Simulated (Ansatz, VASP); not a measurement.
# Cross-check of Bi (bilayer of bismuthene) between VASP and Ansatz

One calculation is typed for both programs; each brings its own data sets and cutoff. How far apart do they land? The cell is taken from a series of runs on this material, whose earlier steps may have relaxed or scaled it; both programs get it as it stands.

Method: plane waves, with VASP 6.6.1 beside it; single point at PBE with D3(BJ) and single point at PBE with D3(BJ), spin-orbit coupling, in Ansatz 0.2.0.

### 1. Set-up

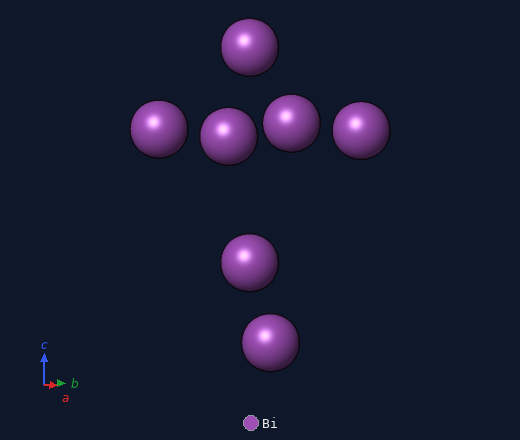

The starting structure, seen from the side, with the c axis up (bismuth purple). Some periodic images of atoms are drawn too.

The cell holds 4 atoms: 4 Bi. Its edges and angles: a = 4.276 Å, b = 4.276 Å, c = 23.613 Å, α = 90.0°, β = 90.0°, γ = 120.0°. As first built, before any earlier steps moved the atoms: upper sheet turned by 180 degrees, shifted by (0.33, 0.67). Vacuum lies along c.

### 2. VASP: single point, PBE with D3(BJ)

A single point gives forces, pressure and levels at one fixed geometry, so differences don't come from the geometry; what else differs is listed under the comparison.

Lines of VASP's logs that name or quote its potential files are left out, and so is its time.

INCAR reads:

```
SYSTEM = Bi
PREC = Accurate
ENCUT = 520
EDIFF = 1E-06
NELM = 100
ISMEAR = 0
SIGMA = 0.03
LREAL = .FALSE.
ALGO = Normal
GGA = PE
IVDW = 12
NBANDS = 42
LORBIT = 11
LWAVE = .FALSE.
LCHARG = .FALSE.
KPAR = 2
ISIF = 0
LDIPOL = .TRUE.
IDIPOL = 3
DIPOL = 0.5 0.5 0.5
LVHAR = .TRUE.
```

POSCAR reads:

```
Bi
1.0
    4.2758563424      0.0000000000      0.0000000000
   -2.1379281712      3.7030002154      0.0000000000
    0.0000000000      0.0000000000     23.6125176944
Bi
4
Direct
    0.3333333300      0.6666666700      0.3677730458
    0.6666666700      0.3333333300      0.4422510729
    0.0000000000      0.0000000000      0.5576444734
    0.6666666700      0.3333333300      0.6323314080
```

KPOINTS reads:

```
Automatic mesh
0
Gamma
9 9 1
0 0 0
```

Potentials, in the order of the species: Bi_d_GW (PBE family, release 64).

Run with:

```console
$ mpirun -np 2 vasp_std
```

Numbers of over 12 decimals in the logs are rounded to 6 here.

The log of the run:

```text
[banner, memory and clock lines left out]
running    2 mpi-ranks, on    1 nodes
 distrk:  each k-point on    1 cores,    2 groups
 distr:  one band on    1 cores,    1 groups

 POSCAR found type information on POSCAR Bi
 POSCAR found :  1 types and       4 ions
 LDA part: xc-table for (Slater+PW92), standard interpolation
 POSCAR, INCAR and KPOINTS ok, starting setup
 FFT: planning ... GRIDC
 FFT: planning ... GRID_SOFT
 FFT: planning ... GRID
 WAVECAR not read
 entering main loop
       N       E                     dE             d eps       ncg     rms          rms(c)
DAV:   1     0.106787023521E+04    0.10679E+04   -0.40836E+04  1282   0.190E+03
DAV:   2     0.153554835904E+03   -0.91432E+03   -0.89887E+03  1060   0.638E+02
DAV:   3     0.130636775266E+00   -0.15342E+03   -0.15072E+03  1520   0.388E+02
DAV:   4    -0.148570244223E+02   -0.14988E+02   -0.14956E+02  1680   0.156E+02
DAV:   5    -0.152222807644E+02   -0.36526E+00   -0.36514E+00  1584   0.297E+01    0.568E+00
DAV:   6    -0.151725563261E+02    0.49724E-01   -0.11755E-01  1664   0.725E+00    0.337E+00
DAV:   7    -0.151550848821E+02    0.17471E-01   -0.20500E-01  1566   0.838E+00    0.422E-01
DAV:   8    -0.151446846652E+02    0.10400E-01   -0.14396E-01  1680   0.716E+00    0.204E-01
DAV:   9    -0.151444356196E+02    0.24905E-03   -0.16770E-02  1560   0.189E+00    0.151E-01
DAV:  10    -0.151442581822E+02    0.17744E-03   -0.50906E-03  1608   0.964E-01    0.528E-02
DAV:  11    -0.151441421999E+02    0.11598E-03   -0.53600E-04  1632   0.484E-01    0.361E-02
DAV:  12    -0.151440728604E+02    0.69340E-04   -0.33035E-04  1456   0.264E-01    0.177E-02
DAV:  13    -0.151441237017E+02   -0.50841E-04   -0.59485E-05  1512   0.851E-02    0.113E-02
DAV:  14    -0.151442358287E+02   -0.11213E-03   -0.43990E-05   820   0.630E-02    0.553E-03
DAV:  15    -0.151443038417E+02   -0.68013E-04   -0.21256E-05  1476   0.725E-02    0.544E-03
DAV:  16    -0.151443514406E+02   -0.47599E-04   -0.45945E-06   864   0.259E-02    0.184E-03
DAV:  17    -0.151443739750E+02   -0.22534E-04   -0.33550E-06   840   0.193E-02    0.160E-03
DAV:  18    -0.151443848915E+02   -0.10917E-04   -0.15587E-06   844   0.179E-02    0.943E-04
DAV:  19    -0.151443884156E+02   -0.35241E-05   -0.32041E-07   852   0.796E-03    0.699E-04
DAV:  20    -0.151443944228E+02   -0.60072E-05   -0.31602E-07   826   0.781E-03    0.451E-04
DAV:  21    -0.151443960503E+02   -0.16275E-05   -0.38965E-07   786   0.465E-03    0.465E-04
DAV:  22    -0.151444013948E+02   -0.53444E-05   -0.14212E-07   776   0.528E-03    0.202E-04
DAV:  23    -0.151444039322E+02   -0.25374E-05   -0.85412E-08   794   0.333E-03    0.180E-04
DAV:  24    -0.151444044990E+02   -0.56682E-06   -0.25881E-08   732   0.250E-03
   1 F= -.16451814E+02 E0= -.16451814E+02  d E =-.299471E-11
```

Parts of OUTCAR (step 2):

```text
ion  position               nearest neighbor table
   1  0.333  0.667  0.368-   2 3.03   2 3.03   2 3.03
   2  0.667  0.333  0.442-   1 3.03   1 3.03   1 3.03
   3  0.000  0.000  0.558-   4 3.03   4 3.03   4 3.03
   4  0.667  0.333  0.632-   3 3.03   3 3.03   3 3.03

  LATTYP: Found a hexagonal cell.
 ALAT       =     4.2758563424
 C/A-ratio  =     5.5222897599

 Subroutine GETGRP returns: Found  6 space group operations
 (whereof  6 operations were pure point group operations)

The static configuration has the point symmetry C_3v.

 Found     12 irreducible k-points:

   k-points           NKPTS =     12   k-points in BZ     NKDIM =     12   number of bands    NBANDS=     42

   dimension x,y,z NGX =    32 NGY =   32 NGZ =  180
   dimension x,y,z NGXF=    64 NGYF=   64 NGZF=  360

   ENCUT  =  520.0 eV  38.22 Ry    6.18 a.u.   7.95  7.95 43.90*2*pi/ulx,y,z

   NELECT =      68.0000    total number of electrons

 k-points in reciprocal lattice and weights: Automatic mesh
   0.00000000  0.00000000  0.00000000       0.012
   0.11111111 -0.00000000  0.00000000       0.074
   0.22222222 -0.00000000  0.00000000       0.074
   0.33333333  0.00000000  0.00000000       0.074
   0.44444444 -0.00000000  0.00000000       0.074
   0.11111111  0.11111111  0.00000000       0.074
   0.22222222  0.11111111  0.00000000       0.148
   0.33333333  0.11111111  0.00000000       0.148
   0.44444444  0.11111111  0.00000000       0.074
   0.22222222  0.22222222  0.00000000       0.074
   0.33333333  0.22222222  0.00000000       0.148
   0.33333333  0.33333333  0.00000000       0.025

 dipolmoment           0.000000      0.000000     -0.008801 electrons x Angstroem

 average (electrostatic) potential at core
       1 -61.2881       2 -61.3352       3 -61.4338       4 -61.3933

 E-fermi :  -1.1511

 k-point     1 :       0.0000    0.0000    0.0000
  band No.  band energies     occupation
    ...
     30      -1.8426      2.00000
     31      -1.6455      2.00000
     32      -1.6455      2.00000
     33      -1.2824      2.00000
     34      -1.2824      2.00000
     35      -1.0192      0.00000
     36       0.8130      0.00000
     37       0.8130      0.00000
     38       0.8876      0.00000
     39       1.2833      0.00000
    ...

 k-point     2 :       0.1111   -0.0000    0.0000
  band No.  band energies     occupation
    ...
     30      -2.7641      2.00000
     31      -2.4001      2.00000
     32      -1.9480      2.00000
     33      -1.5131      2.00000
     34      -1.3271      2.00000
     35      -0.1055      0.00000
     36       0.1071      0.00000
     37       0.9506      0.00000
     38       0.9657      0.00000
     39       1.5478      0.00000
    ...

 k-point     3 :       0.2222   -0.0000    0.0000
  band No.  band energies     occupation
    ...
     30      -3.6731      2.00000
     31      -2.6299      2.00000
     32      -2.5004      2.00000
     33      -2.0397      2.00000
     34      -1.9875      2.00000
     35      -0.6515      0.00000
     36       0.1141      0.00000
     37       1.0941      0.00000
     38       1.4659      0.00000
     39       2.0185      0.00000
    ...

 Edisp (eV)   -1.30741

  energy-cutoff  :      520.00
  volume of cell :      373.87
      direct lattice vectors                 reciprocal lattice vectors
     4.275856342  0.000000000  0.000000000     0.233871281  0.135025647  0.000000000
    -2.137928171  3.703000215  0.000000000     0.000000000  0.270051294  0.000000000
     0.000000000  0.000000000 23.612517694     0.000000000  0.000000000  0.042350418

 POSITION                                       TOTAL-FORCE (eV/Angst)
 -----------------------------------------------------------------------------------
     -0.00000      2.46867      8.68405        -0.000000      0.000000      0.036465
      2.13793      1.23433     10.44266         0.000000     -0.000000     -0.046278
      0.00000      0.00000     13.16739        -0.000000     -0.000000      0.046389
      2.13793      1.23433     14.93094        -0.000000      0.000000     -0.036576
 -----------------------------------------------------------------------------------
    total drift:                               -0.000033      0.000019      0.000441

  FREE ENERGIE OF THE ION-ELECTRON SYSTEM (eV)
  ---------------------------------------------------
  free  energy   TOTEN  =       -16.4518143706 eV

  energy  without entropy=      -16.4518143705  energy(sigma->0) =      -16.45181437

 vacuum level on the upper side and lower side of the slab         2.579         2.680

 total charge
# of ion       s       p       d       f       tot
--------------------------------------------------
    1        3.528   1.369   9.916   0.010  14.822
    2        3.535   1.359   9.927   0.011  14.832
    3        3.540   1.354   9.924   0.012  14.830
    4        3.529   1.365   9.916   0.010  14.820
--------------------------------------------------
tot         14.130   5.447  39.683   0.043  59.304

[... 3 further parts left out ...]
```

The gap is read on the k-mesh alone, so it is an upper bound where the band edges lie off the mesh.

### 3. Ansatz: single point, PBE with D3(BJ)

Ansatz runs on its default PAW (the set named soft_2) files.

The same cell, functional, mesh and smearing now go to Ansatz, which takes its cutoff from its data sets.

input.yaml reads:

```yaml
crystal:
  lattice:
    - [4.2758563424, 0.0, 0.0]
    - [-2.1379281712, 3.7030002154, 0.0]
    - [0.0, 0.0, 23.6125176944]
  atoms:
    - { symbol: Bi, position: [0.33333333, 0.66666667, 0.3677730458] }
    - { symbol: Bi, position: [0.66666667, 0.33333333, 0.4422510729] }
    - { symbol: Bi, position: [0.0, 0.0, 0.5576444734] }
    - { symbol: Bi, position: [0.66666667, 0.33333333, 0.632331408] }
hamiltonian:
  xc: pbe
  pseudopotentials: { kind: paw }
  dispersion: d3bj
kpoints:
  mp_grid: { grid: [9, 9, 1] }
  band_path:
    path:
      - [0.0, 0.0, 0.0]
      - [0.03846, 0.0, 0.0]
      - [0.07692, 0.0, 0.0]
      - [0.15385, 0.0, 0.0]
      - [0.19231, 0.0, 0.0]
      - [0.26923, 0.0, 0.0]
      - [0.30769, 0.0, 0.0]
      - [0.34615, 0.0, 0.0]
      - [0.42308, 0.0, 0.0]
      - [0.46154, 0.0, 0.0]
      - [0.5, 0.0, 0.0]
      - [0.48718, 0.02564, 0.0]
      - [0.47436, 0.05128, 0.0]
      - [0.44872, 0.10256, 0.0]
      - [0.4359, 0.12821, 0.0]
      - [0.41026, 0.17949, 0.0]
      - [0.39744, 0.20513, 0.0]
      - [0.37179, 0.25641, 0.0]
      - [0.35897, 0.28205, 0.0]
      - [0.34615, 0.30769, 0.0]
      - [0.33333, 0.33333, 0.0]
      - [0.30769, 0.30769, 0.0]
      - [0.25641, 0.25641, 0.0]
      - [0.23077, 0.23077, 0.0]
      - [0.20513, 0.20513, 0.0]
      - [0.15385, 0.15385, 0.0]
      - [0.12821, 0.12821, 0.0]
      - [0.07692, 0.07692, 0.0]
      - [0.05128, 0.05128, 0.0]
      - [0.0, 0.0, 0.0]
    npoints: 1
scf:
  occupations: { method: gaussian, width: 0.03 }
  n_extra_bands: 8
efield:
  axis: 3
  dipole_correction: true
  ramp_width: 0.04
output:
  forces: true
  eigenvalues: true
```

Run with:

```console
$ ansatz run input.yaml --threads 2 --pin off --max-ram 4608MiB --backend cpu --events-out ev --progress --plain --runs-dir out
```

The log of the run:

```text
scf.n_extra_bands = 8 over 30 filled bands (N_el = 60.0): the run solves 38 bands
Engine: ansatz 0.2.0, aarch64-unknown-linux-gnu
Pseudopotentials: kind: paw
Pseudopotential: Bi, paw, valence charge 15, recommended cutoff 420 eV (normal), Bi.paw.azcp
Functional definition: PBE
  parameter kappa = 0.804
  parameter beta = 0.066725
  exchange = pbe_x(kappa = kappa, mu = beta*pi^2/3)
  correlation = pbe_c(beta = beta)
Crystal: 4 atoms, lattice volume = 373.869 Å³
Basis set: ecut = 420 eV, 7309 PW (Γ), exchange–correlation on 60×60×320 points (8 copies of the dense FFT grid, shifted against one another)
Bands: 38, of which v1, the nominal top of the filled ones, is band 30 counted from 1 (29 counted from 0)
Symmetry: 6 space group operations
Space group: P3m1 (ITA 156), of the structure as read, at distance tolerance 7.2e-5 Å
k-points: 12 of 81 (time reversal used)
Non-local potential: Bi, projectors of the file, l = 0: 2, l = 1: 2, l = 2: 2, l = 3: 2
PAW form: soft (Blöchl's): semilocal exchange-correlation on the pseudo side does not see the compensation charge
PAW one-centre angular grid: Bi, 590 points (default); XC on 64 Gauss nodes
Initial density: superposition of atomic densities (neutral atoms: chi_scale 0, normalization atom), corrected by the library's trained network
Initial wavefunctions: pseudopotential atomic-orbital guess
Functional: x = pbe(κ = 0.804, μ = 0.219515), c = pbe(β = 0.066725)
SCF iter   1: F=—  HF=-49587.137020 eV  |F-HF|=—  |Δ(HF+E_count)|=         —  Δρ=9.55e-4  dr2=3.61e-2  ethr=1.77e-3  p=-0.013 e·Å  D=-6.42e-3 V/Å  ΔV_dip=0.15 eV  dr2_dipole=1.60e-2  V_vac-E_F(+/−)=4.00/3.85 eV  ⟨swp⟩=9.0  Hψ=2227  notcnv=0  defer=2
efield: sawtooth ramp at fractional position 0.9801 (placed from the atoms, in the widest stretch of the axis that holds none; the zero of the levels goes with the place), width 0.0400; the density the first Hamiltonian is built on has a dipole p = -0.013 e·Å; the dipole correction subtracts the counter field D = -6.42e-3 V/Å, which shifts the + side's vacuum level by +0.15 eV against the − side's; the planar-averaged density in the ramp window peaks in size at 1.7e-5 e/Å³
preconditioner: auto → Resta (q_TF=auto, 2.011 Å⁻¹)  ε∞=2.0  [insulator: Δε(μ)=0.288 eV  Ē_g=8.400 eV  σ=0.030 eV  W_gap=1.00  n_scr=68 (ndim 8)  ℏωp=8.6 eV  f_vac=0.577  D(μ)=0.00/eV (n_scr^D=0)  ε∞_Penn≈2.0  vacuum switching on, ρ_ref=5.1e-3 e/Å³]
SCF iter   2: F=—  HF=-49587.169329 eV  |F-HF|=—  |Δ(HF+E_count)|=   3.23e-2  Δρ=2.25e-3  dr2=4.21e-1  ethr=6.02e-5  p=0.052 e·Å  D=2.52e-2 V/Å  ΔV_dip=-0.60 eV  dr2_dipole=2.08e-1  V_vac-E_F(+/−)=3.48/4.08 eV  ⟨swp⟩=3.3  Hψ=990  notcnv=0  defer=27
SCF iter   3: F=—  HF=-49587.136738 eV  |F-HF|=—  |Δ(HF+E_count)|=   3.26e-2  Δρ=4.68e-4  dr2=6.19e-3  ethr=6.02e-5  p=-0.001 e·Å  D=-3.74e-4 V/Å  ΔV_dip=0.01 eV  dr2_dipole=2.31e-3  V_vac-E_F(+/−)=3.83/3.82 eV  ⟨swp⟩=3.7  Hψ=608  notcnv=0  defer=27
SCF iter   4: F=—  HF=-49587.136974 eV  |F-HF|=—  |Δ(HF+E_count)|=   2.36e-4  Δρ=3.11e-4  dr2=2.61e-3  ethr=1.03e-5  p=0.007 e·Å  D=3.24e-3 V/Å  ΔV_dip=-0.08 eV  dr2_dipole=3.82e-5  V_vac-E_F(+/−)=3.79/3.87 eV  ⟨swp⟩=2.0  Hψ=540  notcnv=0  defer=28
SCF iter   5: F=—  HF=-49587.137027 eV  |F-HF|=—  |Δ(HF+E_count)|=   5.29e-5  Δρ=1.14e-4  dr2=5.52e-5  ethr=4.34e-6  p=0.008 e·Å  D=3.80e-3 V/Å  ΔV_dip=-0.09 eV  dr2_dipole=6.30e-8  V_vac-E_F(+/−)=3.75/3.83 eV  ⟨swp⟩=1.8  Hψ=472  notcnv=0  defer=30
SCF iter   6: F=—  HF=-49587.136842 eV  |F-HF|=—  |Δ(HF+E_count)|=   1.85e-4  Δρ=3.93e-5  dr2=6.44e-6  ethr=9.21e-8  p=0.009 e·Å  D=4.21e-3 V/Å  ΔV_dip=-0.10 eV  dr2_dipole=2.40e-7  V_vac-E_F(+/−)=3.73/3.83 eV  ⟨swp⟩=2.0  Hψ=563  notcnv=0  defer=30
SCF iter   7: F=—  HF=-49587.136848 eV  |F-HF|=—  |Δ(HF+E_count)|=   6.25e-6  Δρ=8.01e-6  dr2=3.97e-7  ethr=1.07e-8  p=0.009 e·Å  D=4.26e-3 V/Å  ΔV_dip=-0.10 eV  dr2_dipole=1.41e-8  V_vac-E_F(+/−)=3.73/3.83 eV  ⟨swp⟩=2.0  Hψ=534  notcnv=0  defer=30
SCF iter   8: F=-49587.136849 eV  HF=-49587.136849 eV  |F-HF|=7.87e-8  |Δ(HF+E_count)|=   7.38e-7  Δρ=2.42e-6  dr2=2.53e-8  ethr=1.67e-10  p=0.009 e·Å  D=4.28e-3 V/Å  ΔV_dip=-0.10 eV  dr2_dipole=8.94e-10  V_vac-E_F(+/−)=3.73/3.83 eV  ⟨swp⟩=15.2  Hψ=2579  notcnv=0
SCF 1 converged in 8 iterations: F = -49587.136849 eV  dr2 = 2.53e-8
  greatest PAW one-centre occupation: 0.987 electrons in one spin orbital (limit 2), on the Bi atom at site 1 (counted from 0), in its partial waves of l = 2
NSCF: frozen V_eff on 30 k-points
efield: sawtooth ramp at fractional position 0.9801 (kept from the solve that this one continues, or follows in the run), width 0.0400; the density the first Hamiltonian is built on has a dipole p = 0.009 e·Å; the dipole correction subtracts the counter field D = 4.28e-3 V/Å, which shifts the + side's vacuum level by -0.10 eV against the − side's; the planar-averaged density in the ramp window peaks in size at 4.9e-6 e/Å³
SCF converged after 8 iterations
Free energy (F): -49587.136849 eV
Harris-Foulkes:  -49587.136849 eV  (|F-HF|=7.87e-8)
Internal energy: -49587.136849 eV  (E = F + TS)
E sigma→0 (E₀):  -49587.136849 eV
Fermi energy:    1.388772 eV
Dipole field:    D = 0.004306 V/Å  (p = 0.008897 e·Å, saw-weighted, corrected)
Work function:   Φ+ = 3.7282 eV   Φ− = 3.8298 eV
Levels:          The Fermi level and band energies are counted from a zero that moves with the ramp; work functions are not
--- Per-component energies (eV) ---
  E_band       = -941.345252
  E_kinetic    = 1210.266820
  E_local      = -39536.566877  (includes V_loc(G=0)·N_el)
  E_nonlocal   = 2237.116131
  E_hartree    = 18433.735169
  E_xc         = -603.809557
  E_vxc        = -575.239118  (∫ρ·V_xc dr)
  E_paw        = -42652.999959  (= ΣΔE_a)
  E_vpaw       = -1144.387106  (= ΣTr[D̂ρ^β])
  E_aug_tail   = -0.001744  (compensation charges beyond the density's cutoff)
  E_efield     = 0.000019  (sawtooth field / dipole correction)
  E_vefield    = 0.000357  (∫n·V_field dr)
  E_ewald      = 11326.430778
  E_disp       = -1.307629  (pairwise vdW)
  E_smearing   = -0.000000  (= −TS)
  E_closure    = 0.000000  (closes the sum)
  Σ components = -49587.136849   (vs F -49587.136849, Δ=0.00e0)
--- Forces (eV/Å), atoms counted from 1 ---
  atom   1  Bi    -0.00000000     0.00000000     0.03884036
  atom   2  Bi     0.00000000    -0.00000000    -0.04770047
  atom   3  Bi    -0.00000000     0.00000000     0.04747511
  atom   4  Bi     0.00000000    -0.00000000    -0.03860208
  max |Σ_I F_I| component: 1.29e-5 eV/Å
--- Band table (eV; the first three rows and the last of 12) ---
  k-point 0: bands = [... 26 lower, 0.8904, 0.8904, 1.2534, 1.2534, 1.5234, 3.3497, 3.3497, 3.4278, ... 4 higher]
  k-point 1: bands = [... 26 lower, 0.1368, 0.5877, 1.0225, 1.2118, 2.4343, 2.6465, 3.4898, 3.5027, ... 4 higher]
  k-point 2: bands = [... 26 lower, -0.0929, 0.0353, 0.4994, 0.5481, 1.8876, 2.6527, 3.6313, 4.0048, ... 4 higher]
  k-point 11: bands = [... 26 lower, -1.8730, -1.0393, -1.0391, -0.3905, 2.0040, 2.2286, 3.4274, 4.4503, ... 4 higher]
```

Reading the cycles: dr2 is the Hartree energy of the density residual (eV), the measure of convergence; HF is the Harris–Foulkes estimate of the energy, which meets the free energy F at convergence.

### 4. Side by side

Known differences besides the PAW data sets themselves: the data sets hold 60 valence electrons in Ansatz (default PAW (the set named soft_2) files) and 68 in VASP; the cutoff is 420 eV in Ansatz and 520 eV in VASP; VASP leaves aspherical gradient terms in its spheres out (LASPH is not set), Ansatz keeps them. Total energies have different zeros and are not compared.

Compared:

```csv
quantity,Ansatz,VASP,difference
gap on the k mesh (eV),0.270,0.263,+0.007
```

Forces (eV/Å; atoms numbered as in POSCAR):

```csv
atom,"Ansatz x, y, z","VASP x, y, z"
Bi1,"0.000, 0.000, 0.039","0.000, 0.000, 0.036"
Bi2,"0.000, 0.000, -0.048","0.000, 0.000, -0.046"
Bi3,"0.000, 0.000, 0.047","0.000, 0.000, 0.046"
Bi4,"0.000, 0.000, -0.039","0.000, 0.000, -0.037"
```

The forces differ by 1.0 meV/Å r.m.s., which is 4.3 % of the r.m.s. force of 0.02 eV/Å (both taken over all components).

### 5. Further runs

How far does this hang on the set-up? Further runs change one program's set-up at a time, as the table lists.

```csv
run,difference in gap on the k mesh (eV)
as above,0.0069
VASP with the data sets Bi_d,0.014
```

(Part 1 of 2 ends here.)

[Lines on the potential files, build, host, timing and source positions are cut from VASP's logs without a mark.]

[Logs are printed without paths, hosts, clocks, repeated set-up lines and the standing remarks that a program may print on its own settings, such as how far it seeks lower states.]

[Hosts, paths, dates, database ids (printed as entryN), source tags and the programs' standing remarks are cut or masked in the printed files.]
